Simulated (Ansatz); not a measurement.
One crystal and one scan (energy against volume) at two levels, PBE (plane waves to 420 eV, PAW, scalar-relativistic; Ansatz, a first-principles code) and r2SCAN (plane waves to 500 eV, PAW, scalar-relativistic; Ansatz), each from its own relaxed cell and on its own mesh. The cell shown is that of PBE.

Re (hcp, Mg type)

```yaml
crystal:
  lattice:
    - [2.77518, 0.00000, 0.00000]
    - [-1.38759, 2.40338, 0.00000]
    - [0.00000, 0.00000, 4.48302]
  atoms:
    - { symbol: Re, position: [0.33333, 0.66667, 0.75000] }
    - { symbol: Re, position: [0.66667, 0.33333, 0.25000] }
```

E(V) scan at fixed shape, V₀ the volume above. Symmetry pins the atoms to their sites.

Energies are smeared free energies. Re is run without spin polarisation. Re was relaxed with its symmetry unable to fall. Spin-orbit coupling is left out, though Re is heavy. The PAW data are Ansatz's earlier set. With the shape held, the modulus is that of even scaling; a crystal free to change shape is softer. Percentages come from the unrounded values. Both scans cover V/V₀ from 0.840 to 1.160.

```tsv
quantity	PBE	r2SCAN	PBE − r2SCAN
Lattice constant a (Å)	2.775	2.758	+0.017 (+0.6 %)
Lattice constant c (Å)	4.483	4.463	+0.020 (+0.5 %)
Relaxed volume (Å³/atom)	14.95	14.70	+0.25 (+1.7 %)
Pressure at the smallest volume (GPa)	92.9	98.3	-5.4 (-5.5 %)
Energy cost of the largest compression (meV/atom)	594	619	-25 (-4.0 %)
Energy cost of the largest expansion (meV/atom)	331	348	-17 (-4.9 %)
Bulk modulus at fixed cell shape B₀ (third-order Birch-Murnaghan fit) (GPa)	362.5	386.4	-23.9 (-6.2 %)
Pressure derivative B₀′ (fit)	4.4	4.3	+0.1 (+2 %)
Pressure for 5 % compression (fit) (GPa)	20.8	22.2	-1.4 (-6 %)
```

PBE gives the higher value for: lattice constant a; lattice constant c; relaxed volume. PBE gives the lower value for: pressure at the smallest volume; energy cost of the largest compression; energy cost of the largest expansion; bulk modulus at fixed cell shape B₀; pressure for 5 % compression.

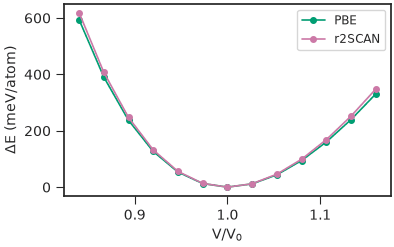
Fig. 1. ΔE, each from the relaxed starting cell of its own level.

(A scan under strain: stresses follow from slopes of the energy per volume, elastic moduli from its curvatures.)
